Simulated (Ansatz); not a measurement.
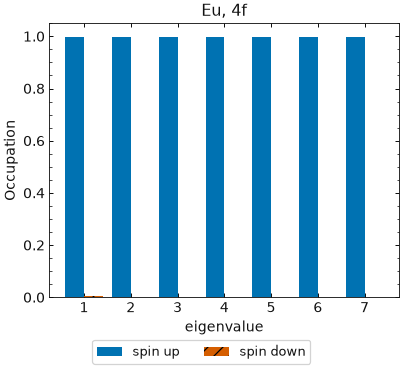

Eigenvalues of the local occupation matrix of the f shell (Löwdin-orthogonalised atomic projectors).

The Ansatz input:

```
crystal:
  lattice:
    - [4.1917787954, 0.0, 0.0]
    - [0.0, 4.1917787954, 0.0]
    - [0.0, 0.0, 9.3524372244]
  atoms:
    - { symbol: Eu, position: [0.5, 0.0, 0.3467368281], spin: 7.44 }
    - { symbol: Eu, position: [0.0, 0.5, 0.6532631719], spin: 7.44 }
    - { symbol: Ag, position: [0.0, 0.0, 0.0] }
    - { symbol: Ag, position: [0.5, 0.5, 0.0] }
    - { symbol: Se, position: [0.0, 0.5, 0.197319976] }
    - { symbol: Se, position: [0.5, 0.0, 0.802680024] }
    - { symbol: F, position: [0.0, 0.0, 0.5] }
    - { symbol: F, position: [0.5, 0.5, 0.5] }
basis:
  ecutwfc: 420
  xc_grid: 2
kpoints:
  mp_grid: { grid: [6, 6, 4] }
  band_path: { path: [VBM, CBM], npoints: 2 }
hamiltonian:
  xc: pbe
  hubbard: { sites: [{ species: Eu, l: f, u_eff: 6.0 }] }
scf:
  occupations: { method: gaussian, width: 0.02 }
  lower_state_search: "off"
output:
  forces: true
  stress: true
  eigenvalues: true
  populations: true
  hubbard: { sites: [{ species: Eu, l: f }] }
magnetization:
  spin_polarized: true
checkpoint:
  read: start.run
  write: ck
  compress: false
  write_wavefunctions: false
  write_every: 100000
```

Command:
```bash
ansatz run input.yaml --threads 8 --pin off --max-ram 14336MiB --backend cpu --events-out ev --progress --plain --runs-dir out
```

**How many states of the shell are filled, counting eigenvalues over 0.6?**

Counting eigenvalues over 0.6 as filled, Eu has 7 filled f states (f⁷), 7 up and 0 down; the eigenvalues sum to 7.0.

The run may have settled in a state above the lowest, so this need not be the ground state. Spin-orbit coupling is left out, which matters for Eu. Open shells can settle in several states, and this one need not be the lowest.
